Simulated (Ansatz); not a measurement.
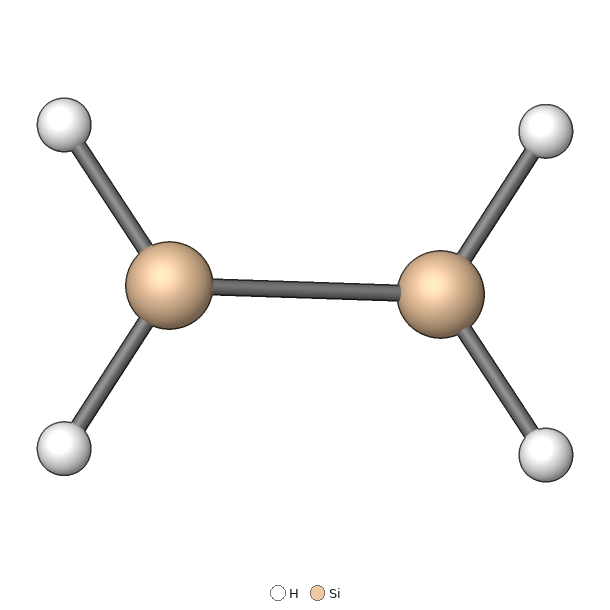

Sticks follow a distance rule. Harmonic vibrations computed with RKS PBE0-D4/def2-TZVP (Ansatz 0.2.0) at a stationary point of the same level.

Is this a minimum or a saddle point?

Answer. A minimum: no imaginary frequency, and the lowest mode lies at 212 cm⁻¹.

List the wavenumbers.

Answer. 12 modes: 212, 341, 486, 540, 586, 600, 886, 942, 2244, 2250, 2267, 2277 cm⁻¹.
